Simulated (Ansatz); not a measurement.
Bond stretch in H₆Si₂, SMILES [SiH3][SiH3]. The Si1–H8 bond (Si1 also carries H, H, Si; H8 carries nothing else) is pulled apart rigidly from the PBE0/def2-TZVP optimised geometry.

Computed with: RKS-PBE = restricted PBE/cc-pVDZ (Ansatz, a first-principles code); RKS-PBE0 = restricted PBE0/cc-pVDZ (Ansatz); UKS-PBE = unrestricted PBE/cc-pVDZ run with Ansatz; UKS-PBE0 = unrestricted PBE0/cc-pVDZ run with Ansatz; UCCSD(T) = Ansatz with CCSD(T) on UHF/cc-pVDZ, frozen core.

Cost and agreement with UCCSD(T) over the 16 points of the scan, with UCCSD(T) as yardstick. Costs are rough ratios of core time within Ansatz on shared cores, each with its mean field (Kohn-Sham runs search longer for lower solutions than correlated ones do); the miss is the largest difference from UCCSD(T) of the curve after the mean shift, in kJ/mol.

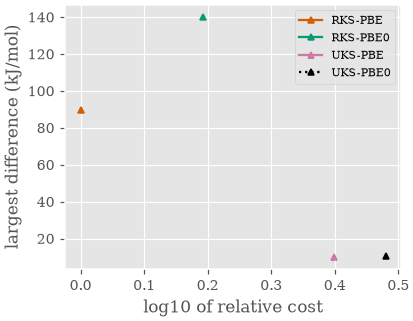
*Miss against cost, one point a level.*

| level | relative cost | largest difference |
|---|---|---|
| RKS-PBE | 1 | 89.8 |
| RKS-PBE0 | 2 | 140.3 |
| UKS-PBE | 3 | 10.1 |
| UKS-PBE0 | 3 | 10.5 |

Costs within a factor of two of each other count as equal.

The restricted form behind RKS-PBE, RKS-PBE0 keeps the bonding electrons paired and can't separate into open-shell fragments. The unrestricted determinant behind UKS-PBE, UKS-PBE0 is spin-contaminated at 2.74 to 4.30 Å (<S²> up to 1.0, against 0.00 for a pure singlet). The unrestricted determinant behind UCCSD(T) is spin-contaminated at 2.18 to 4.30 Å (<S²> up to 1.0, against 0.00 for a pure singlet).
